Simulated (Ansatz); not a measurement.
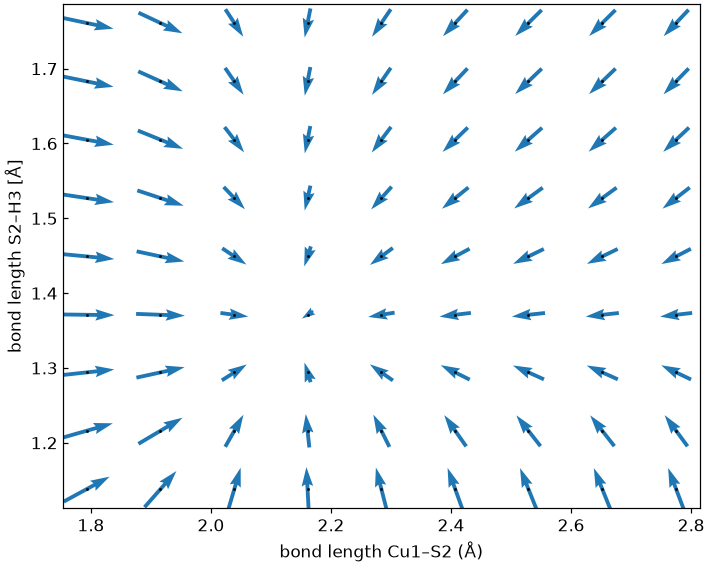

Cu(SH)2, spin multiplicity 2. First axis: bond length Cu1–S2. Second axis: bond length S2–H3. Nothing is relaxed (all other coordinates rigid). The scan uses a 9 × 9 grid. Points are written as (first, second). Theory: UKS PBE0-D4/def2-SVP (Ansatz 0.2.0).

The picture shows dots at the grid points, arrows along the force (downhill), their lengths compressed.

Q: The arrows alone are given. Where is the energy lowest?

A: The arrows converge at about (2.135 Å, 1.355 Å) (read from the interpolated surface).

The energy map of the same scan:

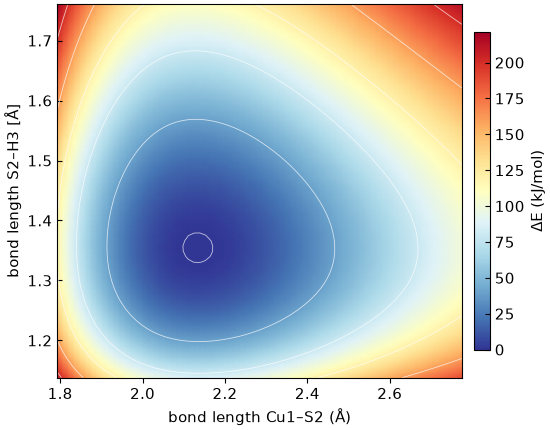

Energies are in kJ/mol, from the lowest grid point; between grid points the surface is interpolated.
